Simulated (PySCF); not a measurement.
```xyz
2

Zn    0.0000    0.0000   -0.3596
O     0.0000    0.0000    1.4374
```

The calculation used PBE0/jorge-DZP-DKH, spin-free X2C-1e, Gaussian nucleus, at a bond length of 1.797 Å in PySCF.

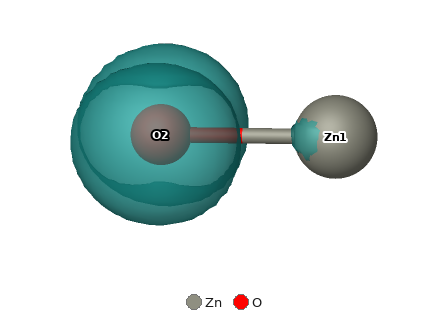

ZnO (charge +1, doublet). Isosurfaces of the spin density (α minus β) at +0.03 (teal) and −0.03 e/Å³ (pink), seen from one side.

Question: Which atoms carry the spin?

Answer: The unpaired spin (1 electron) lies mostly on O2 (about 1.1), in electrons by Hirshfeld's partition, with opposite, polarisation-induced spin on Zn1.
